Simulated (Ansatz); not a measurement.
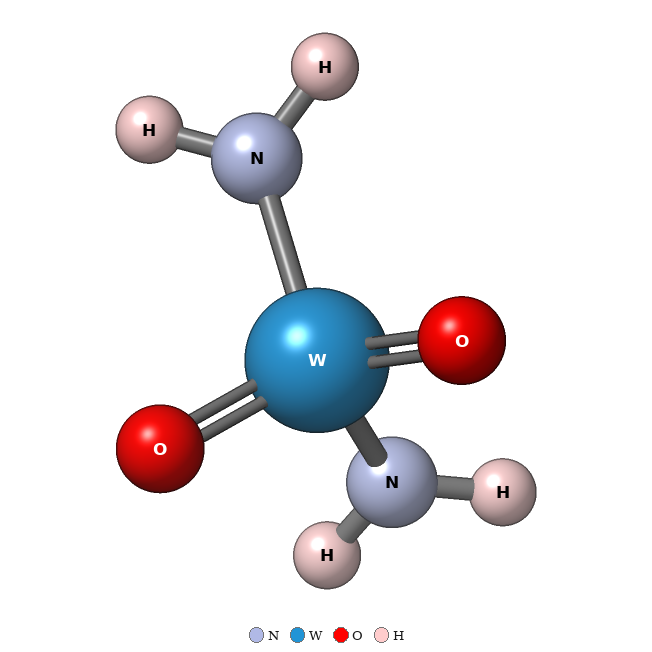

Ball-and-stick drawing of a structure. Double and triple bonds are drawn as two and three sticks.

Charge 0, singlet.

> Give the formula.

H₄N₂O₂W, 9 atoms: 4 hydrogen, 2 nitrogen, 2 oxygen and 1 tungsten.

> What is its SMILES?

[NH2][W]([NH2])(=[O])=[O]

> Count the bonded pairs by element.

4 N–H, 2 N–W, 2 O–W.

> How many sets of symmetry-equivalent atoms are there?

4: 2 N, 1 W, 2 O, 4 H.

The parts below concern this one geometry. Atoms keep their numbers from picture to picture. The geometry was computed by an optimisation with PBE0-D4/def2-TZVP.

Shape

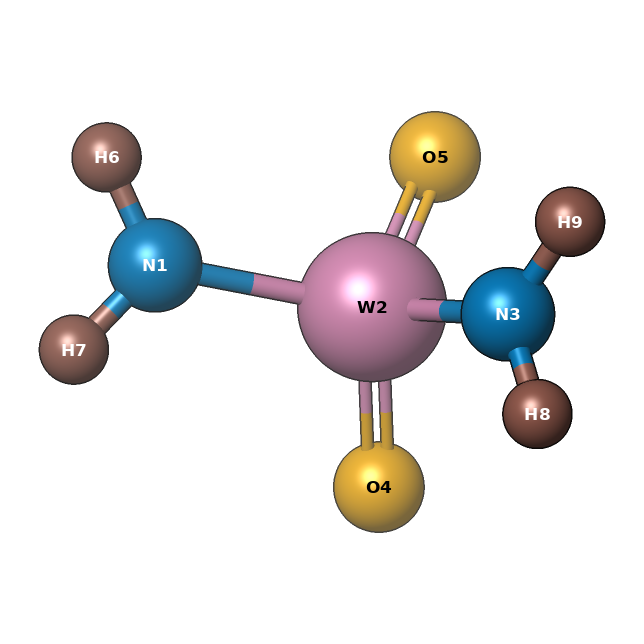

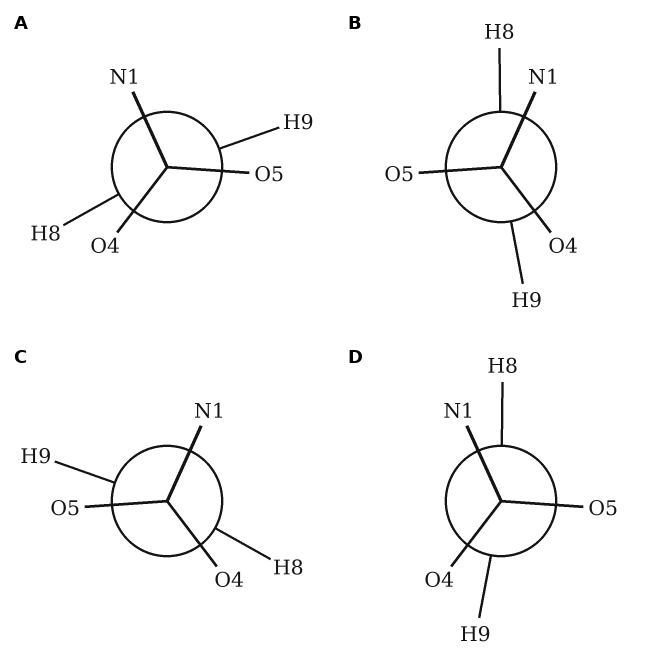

Distant atoms are faded towards the background colour. Bonds that would overlap in a projection are set slightly apart.

> Which Newman projection shows the view along W2–N3, with W2 in front?

C. The torsion angle O4–W2–N3–H8 is −23°, synperiplanar.

Vibrations

Harmonic vibrations computed with RKS PBE0-D4/def2-TZVP, core potentials on W (Ansatz 0.2.0) at a stationary point of the same level.

> How many vibrational modes are there, and where do they lie?

21 modes: 151, 215, 217, 249, 306, 330, 335, 405, 413, 661, 665, 699, 717, 1001, 1044, 1545, 1549, 3591, 3594, 3694, 3694 cm⁻¹.

Levels of theory compared

Program: Ansatz 0.2.0.

Compare dipole (D) at these levels: B3LYP-D4/def2-TZVPP; PBE-D4/def2-TZVPP; PBE0-D4/def2-TZVP; r2SCAN-D4/def2-TZVPP; ωB97M-V/def2-TZVPP.

```csv
level,dipole (D)
B3LYP-D4/def2-TZVPP,4.39
PBE-D4/def2-TZVPP,4.22
PBE0-D4/def2-TZVP,4.42
r2SCAN-D4/def2-TZVPP,4.34
ωB97M-V/def2-TZVPP,4.39
```

Charges

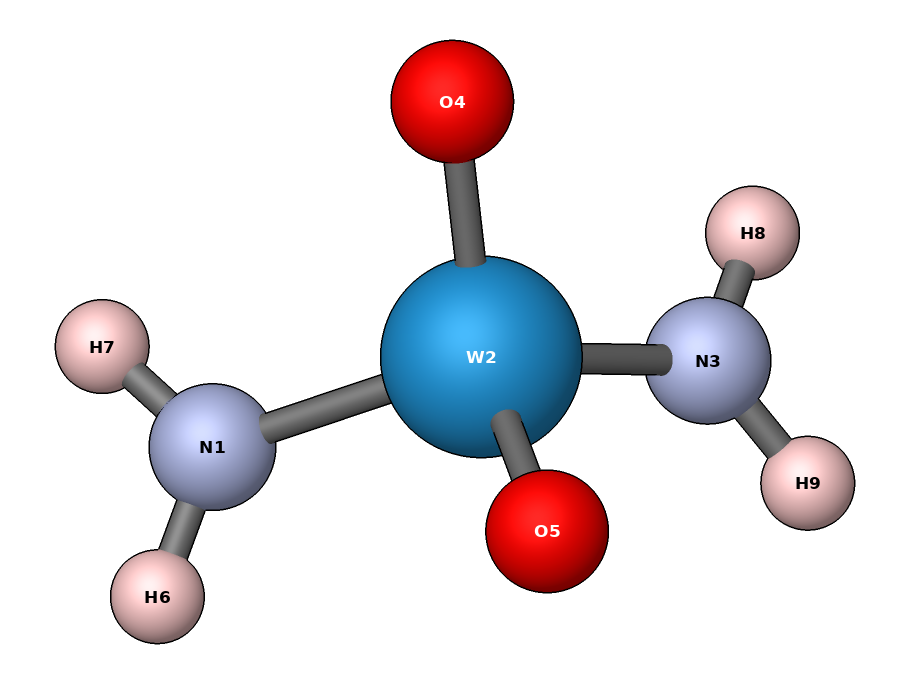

The questions are on Mulliken charges. Method: RKS r2SCAN-D4/def2-TZVPP, core potentials on W (Ansatz 0.2.0).

> Which atom carries the highest charge (most positive or least negative)?

W2 (1.13 e).

> And the lowest?

N1, N3 (−0.51 e).

Give the Mulliken charges atom by atom.

| atom | value (e) |
| --- | --- |
| N1 | −0.51 |
| W2 | 1.13 |
| N3 | −0.51 |
| O4 | −0.43 |
| O5 | −0.43 |
| H6 | 0.19 |
| H7 | 0.19 |
| H8 | 0.19 |
| H9 | 0.19 |

Mulliken values depend strongly on the basis set and can even reverse the polarity of a bond.
